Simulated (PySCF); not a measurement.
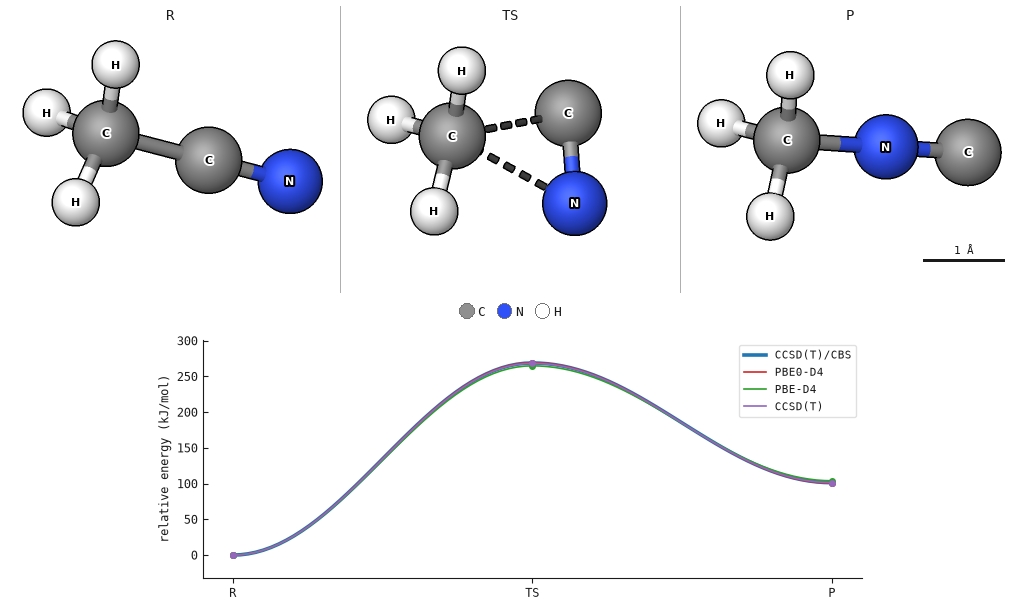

A reaction step of C2H3N, with its energy diagram. Style: ball-and-stick. Shown at a tilt. Dashed sticks mark bonds that form or break.

Stationary points at PBE0-D4/def2-TZVP, single-point energies with CCSD(T)/CBS, PBE0-D4, PBE-D4, CCSD(T) (def2-TZVPP where no basis is named; PySCF 2.14.0). The energies are electronic, without zero-point or thermal terms, and both ends are the minima reached downhill from the saddle, with any fragments still in contact. CCSD(T)/CBS stands for a frozen-core estimate: MP2 correlation extrapolated from def2-TZVPP and def2-QZVPP, CCSD(T) minus MP2 from the smaller set.

> Describe the step and its energetics.

From R over the saddle to P, a bond forms: C–N (2.60 → 1.81 → 1.41 Å). A bond breaks: C–C (1.45 → 1.75 → 2.57 Å). The saddle has one imaginary mode, 407i cm⁻¹. With CCSD(T)/CBS the barrier is 268.9 kJ/mol from R and 167.5 kJ/mol from P, and P lies 101.3 kJ/mol above R.

```tsv
level	barrier from R (kJ/mol)	barrier from P (kJ/mol)	P less R (kJ/mol)
CCSD(T)/CBS	268.9	167.5	101.3
PBE0-D4	269.3	168.6	100.7
PBE-D4	264.9	160.9	104.0
CCSD(T)	268.4	166.9	101.5
```

Against CCSD(T)/CBS, PBE0-D4 comes closest on the barrier from R (+0.4 kJ/mol) and PBE-D4 misses most (−4.0 kJ/mol).
